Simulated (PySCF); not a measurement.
**CH5NSi (SMILES C[Si]N): levels of theory compared**

We compute a comparison of 3 runs (HF/STO-3G, HF/3-21G, B3LYP/6-31G*) of CH5NSi. 

Program for the calculation: PySCF 2.14.0.

## 1. Starting point

CH5NSi: 8 atoms, total charge 0, spin state singlet. As SMILES, `C[Si]N`. The C1–H5 distance was set to 1.422 Å, away from the relaxed value.

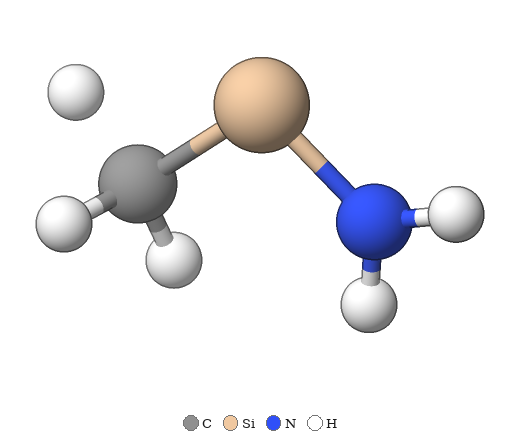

Viewed from a chosen angle; carbon grey, silicon light orange, nitrogen blue, hydrogen white.

## 2. The energy at HF/STO-3G (run 1)

File run.py:

```python
from pyscf import gto, scf

molecule = gto.M(
    atom='''
C   -0.689251   0.597085  -0.317495
Si   0.934549   0.426185   0.662305
N    0.902949  -1.262015   0.925305
H   -1.055651  -0.329415  -0.769695
H   -0.562500   1.583400  -1.334100
H   -1.460651   0.967385   0.370505
H    1.621949  -1.729515   1.454705
H    0.195949  -1.903315   0.594905
''',
    verbose=3,
    spin=0,
    max_memory=1860,
    basis='sto-3g',
    charge=0,
)

calc0 = scf.RHF(molecule)
calc0.conv_tol = 1e-10
calc0.kernel()
if not calc0.converged:
    calc0 = calc0.newton().run(calc0.mo_coeff, calc0.mo_occ)

e_final = calc0.e_tot
print('Final energy', e_final)
```

Launch:

```
$ OMP_NUM_THREADS=1 python run.py
```

The program printed:

```text
converged SCF energy = -379.583008718111
Final energy -379.58300871811116
```

Wall time 0.76 s (1 thread of Intel Xeon at 2.70GHz, shared host); peak memory 0.099 GiB.

## 3. A single-point energy at HF/3-21G (run 2)

File input.py:

```python
from pyscf import gto, scf

mol = gto.M(
    atom='''
C     -0.689251     0.597085    -0.317495
Si     0.934549     0.426185     0.662305
N      0.902949    -1.262015     0.925305
H     -1.055651    -0.329415    -0.769695
H     -0.562500     1.583400    -1.334100
H     -1.460651     0.967385     0.370505
H      1.621949    -1.729515     1.454705
H      0.195949    -1.903315     0.594905
''',
    basis='3-21g',
    verbose=3,
    spin=0,
    max_memory=1860,
)

mf = scf.RHF(mol)
mf.conv_tol = 1e-10
mf.kernel()
if not mf.converged:
    mf = mf.newton().run(mf.mo_coeff, mf.mo_occ)

e_tot = mf.e_tot
print('E = %.10f Eh' % e_tot)
```

Launch:

```
$ OMP_NUM_THREADS=1 python input.py
```

The program printed:

```text
converged SCF energy = -382.079570327137
E = -382.0795703271 Eh
```

It took 0.76 s on 1 thread of Intel Xeon at 2.70GHz, shared host; peak memory 0.1 GiB.

## 4. A single-point energy at B3LYP/6-31G(d) (spherical functions) (run 3)

File run.py:

```python
from pyscf import gto, dft

mol = gto.M(
    atom='''
C       -0.689251       0.597085      -0.317495
Si       0.934549       0.426185       0.662305
N        0.902949      -1.262015       0.925305
H       -1.055651      -0.329415      -0.769695
H       -0.562500       1.583400      -1.334100
H       -1.460651       0.967385       0.370505
H        1.621949      -1.729515       1.454705
H        0.195949      -1.903315       0.594905
''',
    basis='6-31g*',
    max_memory=1860,
    verbose=3,
    spin=0,
)

myscf = dft.RKS(mol)
myscf.xc = 'b3lyp'
myscf.grids.level = 5
myscf.conv_tol = 1e-10
myscf.kernel()
if not myscf.converged:
    myscf = myscf.newton().run(myscf.mo_coeff, myscf.mo_occ)

energy = myscf.e_tot
print('Final energy', energy)
```

Launch:

```
$ OMP_NUM_THREADS=1 python run.py
```

The program printed:

```text
converged SCF energy = -385.314850880937
Final energy -385.3148508809372
```

Run time: 10 s. Hardware: 1 thread of Intel Xeon at 2.70GHz, shared host; peak memory 0.31 GiB.

## 5. The series

```tsv
run	level	integration grid	energy (Eh)	dipole moment (D)	HOMO energy (eV)	LUMO energy (eV)	wall time
1	HF/STO-3G	–	-379.583009	1.11	-5.93	7.35	0.76 s
2	HF/3-21G	–	-382.079570	2.37	-8.33	2.38	0.76 s
3	B3LYP/6-31G* (spherical functions)	5	-385.314851	2.47	-5.70	-1.05	10 s
```

## 6. What came out

| quantity | value |
| --- | --- |
| run 3: total energy | -385.31485 Eh |
| run 3: dipole moment | 2.47 D |
| run 3: HOMO energy | -5.70 eV |
| run 3: LUMO energy | -1.05 eV |
| run 3: HOMO–LUMO gap | 4.65 eV |

**Reading.** The dipole moment (its size) runs from 1.11 D (HF/STO-3G) to 2.47 D (B3LYP/6-31G*). The two ends differ in method and basis. The HOMO–LUMO gap runs from 4.65 eV (B3LYP/6-31G*) to 13.27 eV (HF/STO-3G). In run 1 the basis is minimal, so the values are rough. All runs together took 12 s, the longest 10 s.
